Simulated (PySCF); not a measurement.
**CH11ClSi4 (SMILES [SiH3][SiH2]C[SiH2][SiH2]Cl): density, localisation and related maps**

```tsv
atom	x (Å)	y (Å)	z (Å)
Si	2.2114	1.1189	-0.5733
Si	1.5109	-0.7905	0.5226
C	-0.0282	-1.5679	-0.3104
Si	-1.7281	-0.9885	0.3214
Si	-2.0892	1.2752	0.0191
Cl	-1.1864	2.3366	1.4976
H	2.6602	0.8319	-1.9420
H	3.3489	1.7468	0.1036
H	1.1735	2.1436	-0.7080
H	1.1896	-0.5806	1.9417
H	2.5598	-1.8273	0.5154
H	0.0283	-1.3951	-1.3867
H	0.0193	-2.6499	-0.1845
H	-2.7673	-1.7458	-0.3979
H	-1.8374	-1.3939	1.7305
H	-3.5000	1.6672	0.0767
H	-1.5722	1.8313	-1.2356
```

Geometry: GFN2-xTB.

Level of theory: PySCF, CAM-B3LYP/def2-SVPD, SCF density, gas phase.

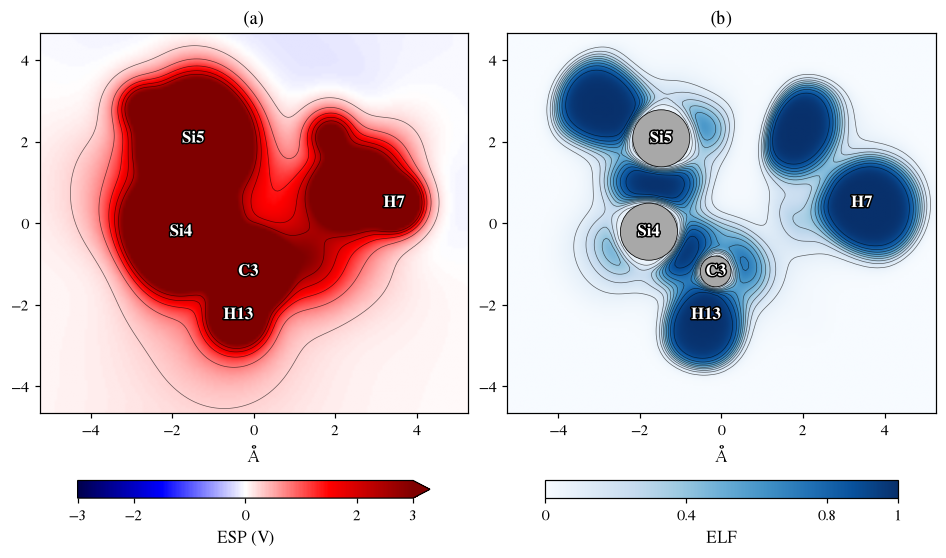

Figure 1. (a) molecular electrostatic potential; (b) ELF on the plane of atoms Si4, C3 and H13. Grey discs cover the atomic cores in the ELF map.

**Interpret the plot.**

- The section cuts through C, Si and H sites.
- C–Si (1.90 Å): the ELF peaks at about 0.95 between the atoms; localised, covalent bonding.
- Si–Si (2.31 Å): the ELF peaks at about 1 between the atoms (localised, covalent bonding).
- C–H (1.09 Å): the ELF climbs to about 1 towards the hydrogen, as it does in any bond to H (a covalent bond by its length).
- The potential has no marked negative region in this plane.

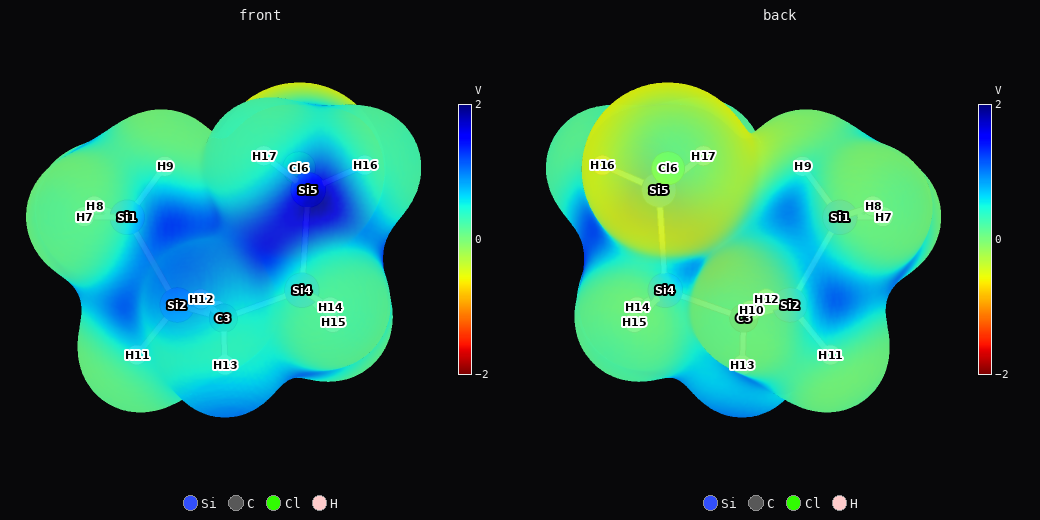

Figure 2. The electrostatic potential painted on the density surface at 0.002 e/bohr³, seen from the front and from behind; red is negative and blue positive.

**Which sites attract a positive test charge, and which a negative one?**

A positive charge is drawn to the negative regions and a negative charge to the positive ones. The most negative region (about −0.5 V) lies over Cl6, the most positive (about +1.7 V) over Si5.
